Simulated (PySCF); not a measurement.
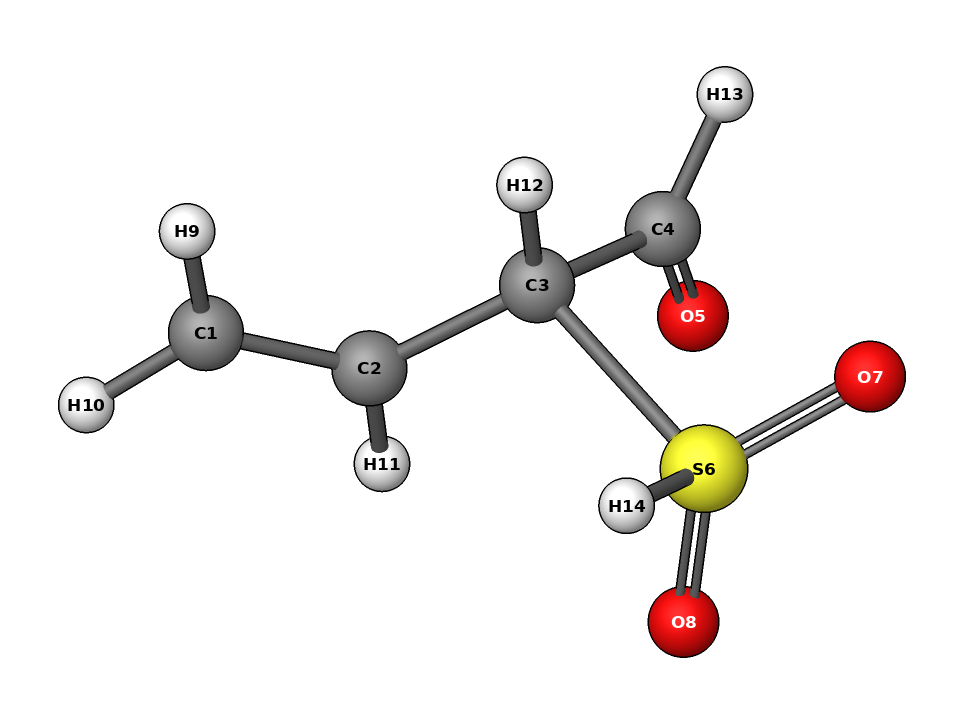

The questions are on Mulliken spin populations. State: charge +1, doublet. The geometry was computed by an optimisation with GFN2-xTB. No frequency run is at hand to confirm it as a minimum. Properties computed with UKS B3LYP, pcH-1 on C H O S, non-relativistic (PySCF 2.14.0).

> Which atom carries the largest spin population?

C1 (0.36 e).

> Which atom has the lowest spin population?

C4, H10 (−0.02 e); a negative value comes from spin polarisation.

Give the Mulliken spin populations atom by atom.

| atom | value (e) |
| --- | --- |
| C1 | 0.36 |
| C2 | 0.06 |
| C3 | 0.11 |
| C4 | −0.02 |
| O5 | 0.26 |
| S6 | 0.00 |
| O7 | 0.06 |
| O8 | 0.08 |
| H9 | −0.01 |
| H10 | −0.02 |
| H11 | 0.00 |
| H12 | −0.01 |
| H13 | 0.08 |
| H14 | 0.05 |

Mulliken values depend strongly on the basis set.
